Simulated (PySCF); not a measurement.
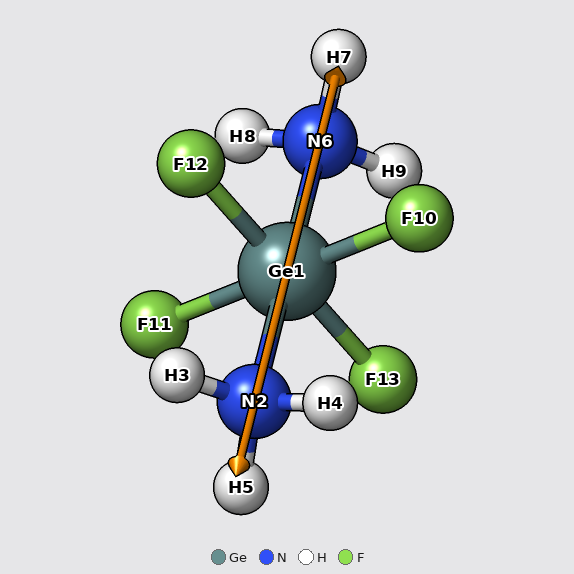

The double arrow shows the direction of the transition dipole to excited singlet state 2 (its length means nothing). The geometry was computed by an optimisation with PBE0-D3(BJ)/def2-SVP. No frequency run is at hand to confirm it as a minimum. Level of theory: TDDFT CAM-B3LYP/def2-SVPD, vertical, gas phase, core orbitals frozen in the response (PySCF 2.14.0).

How is the transition polarised?

Nearly parallel to the Ge1–N6 bond.

Where does the transition lie, and how strong is it?

8.83 eV (140 nm), oscillator strength 0.34, mainly HOMO−1 → LUMO (weight 0.86); transition dipole 3.17 D.
